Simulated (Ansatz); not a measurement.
# UHSE06/cc-pVDZ run of SiNH4O2 (SMILES N[Si](O)O)

What is the energy change on altering one bond length of SiNH4O2 at UHSE06/cc-pVDZ? 

The calculation is run with Ansatz 0.2.0.

68 further runs of the same task are left out: 68 set aside as unsound or not needed.

## 1. The system as given

The species is SiNH4O2 (8 atoms), meant as a doublet with charge 0. As SMILES, `N[Si](O)O`. The coordinates come from a PBE0-D4/def2-TZVP relaxation. This is one conformer, not always the lowest.

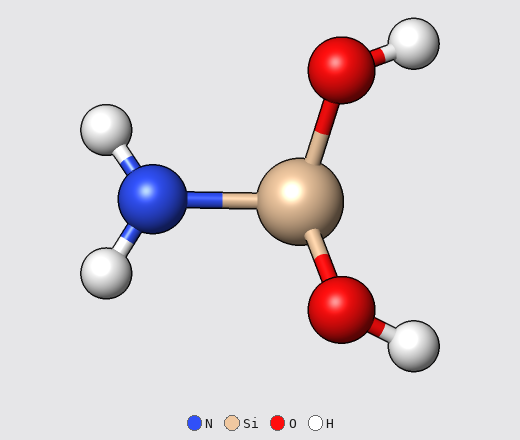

The structure, seen from a chosen angle (nitrogen blue, silicon light orange, oxygen red, hydrogen white).

## 2. The energy at UHSE06/cc-pVDZ

molecule.yaml reads:

```yaml
crystal:
  periodic: [false, false, false]
  atoms:
    - {symbol: N, position_ang: [-0.498000, 1.267000, 0.129300]}
    - {symbol: Si, position_ang: [0.096000, -0.243600, -0.376000]}
    - {symbol: O, position_ang: [1.641600, -0.288300, 0.202600]}
    - {symbol: O, position_ang: [-0.956500, -1.334700, 0.277900]}
    - {symbol: H, position_ang: [0.071200, 2.094000, 0.065100]}
    - {symbol: H, position_ang: [-1.483600, 1.467400, 0.110500]}
    - {symbol: H, position_ang: [2.250900, -0.848000, -0.280900]}
    - {symbol: H, position_ang: [-1.029400, -2.171000, -0.184200]}
basis:
  gaussian:
    orbitals: cc-pVDZ
magnetization:
  spin_polarized: true
  initial_magnetization: 1
hamiltonian:
  xc: hse06
accuracy: high
output:
  orbitals: {seedname: orbitals}
```

The run is started by

```
$ ansatz run molecule.yaml --threads 1 --pin off --max-ram 3480MiB --events-out events.jsonl --progress --plain --runs-dir runs
```

The program printed:

```text
Warning: RAYON_NUM_THREADS=1 ignored (pool sized by the plan → 1); use --threads N
Functional definition: HSE06
  name "HSE06"
  parameter a = 0.25
  parameter omega = 0.11/bohr
  exchange = pbe_x - a*pbe_x_sr(omega) + a*exact_x_sr(omega)
  correlation = pbe_c
1811 factors; integrals over basis functions are off by at most 3.9e-9 eV
88 factors; integrals over basis functions are off by at most 1.7e-9 eV
mean field evaluation 1: about -13507.1214 eV, gradient 5.6e1 eV
mean field evaluation 2: about -13488.6942 eV, gradient 8.6e1 eV
mean field evaluation 4: about -13518.4130 eV, gradient 2.3e0 eV
mean field evaluation 8: about -13518.6513 eV, gradient 2.3e-1 eV
mean field evaluation 16: about -13518.6515 eV, gradient 9.6e-5 eV
mean field -13518.65153720 eV, -496.8012807209 hartree, gradient 3.4e-8 eV, S^2 0.752017; 0 other end points of the search recorded, 0 dependent functions left out
reference -13518.65154053 eV, -496.8012808433 hartree; 21, 20 occupied and 59, 60 virtual orbitals, 1811 factors
Total energy: -13518.65154053 eV, -496.8012808433 hartree
```

It took 12 s on 1 thread of Arm Neoverse V1, shared host; peak memory 0.37 GiB.

## 3. The distorted shape, same level

input.yaml reads:

```yaml
crystal:
  periodic: [false, false, false]
  atoms:
    - {symbol: "N", position_ang: [-0.350194, 1.236947, 0.132119]}
    - {symbol: Si, position_ang: [0.243806, -0.273653, -0.373181]}
    - {symbol: O, position_ang: [1.789406, -0.318353, 0.205419]}
    - {symbol: O, position_ang: [-0.808694, -1.364753, 0.280719]}
    - {symbol: H, position_ang: [0.219006, 2.063947, 0.067919]}
    - {symbol: H, position_ang: [-1.483600, 1.467400, 0.110500]}
    - {symbol: H, position_ang: [2.398706, -0.878053, -0.278081]}
    - {symbol: H, position_ang: [-0.881594, -2.201053, -0.181381]}
basis:
  gaussian:
    orbitals: cc-pVDZ
hamiltonian:
  xc: hse06
magnetization:
  spin_polarized: true
  initial_magnetization: 1
accuracy: high
output: {orbitals: {seedname: orbitals}}
```

The run is started by

```
$ ansatz run input.yaml --threads 1 --pin off --max-ram 3480MiB --events-out events.jsonl --progress --plain --runs-dir runs
```

The program printed, cut to the lines that bear on the results:

```text
Warning: RAYON_NUM_THREADS=1 ignored (pool sized by the plan → 1); use --threads N
[... 6 set-up lines as earlier in the session ...]
1818 factors; integrals over basis functions are off by at most 3.9e-9 eV
88 factors; integrals over basis functions are off by at most 2.3e-9 eV
mean field evaluation 1: about -13506.8859 eV, gradient 5.6e1 eV
mean field evaluation 2: about -13487.6273 eV, gradient 8.6e1 eV
mean field evaluation 4: about -13518.0402 eV, gradient 3.2e0 eV
mean field evaluation 8: about -13518.2877 eV, gradient 2.2e-1 eV
mean field evaluation 16: about -13518.2879 eV, gradient 6.3e-5 eV
mean field -13518.28790023 eV, -496.7879173088 hartree, gradient 3.1e-8 eV, S^2 0.752117; 0 other end points of the search recorded, 0 dependent functions left out
reference -13518.28790356 eV, -496.7879174313 hartree; 21, 20 occupied and 59, 60 virtual orbitals, 1818 factors
Total energy: -13518.28790356 eV, -496.7879174313 hartree
```

Wall time 13 s (1 thread of Arm Neoverse V1, shared host); peak memory 0.37 GiB.

## 4. Results

At UHSE06/cc-pVDZ:

| quantity | value |
| --- | --- |
| first shape: total energy | -496.80128 Eh |
| first shape: HOMO energy (highest over α and β) | -4.57 eV |
| first shape: LUMO energy (lowest over α and β) | -1.61 eV |
| first shape: ⟨S²⟩ | 0.752 |
| distorted shape: total energy | -496.78792 Eh |
| distorted shape: HOMO energy (highest over α and β) | -4.54 eV |
| distorted shape: LUMO energy (lowest over α and β) | -1.59 eV |
| distorted shape: ⟨S²⟩ | 0.752 |
| energy change with the N1–H6 bond stretched from 1.006 to 1.157 Å | 0.364 eV |

What this shows: With the N1–H6 bond stretched from 1.006 to 1.157 Å the energy rises by 0.36 eV (35.1 kJ/mol). The first shape isn't relaxed at this level, so the change isn't measured from a minimum.
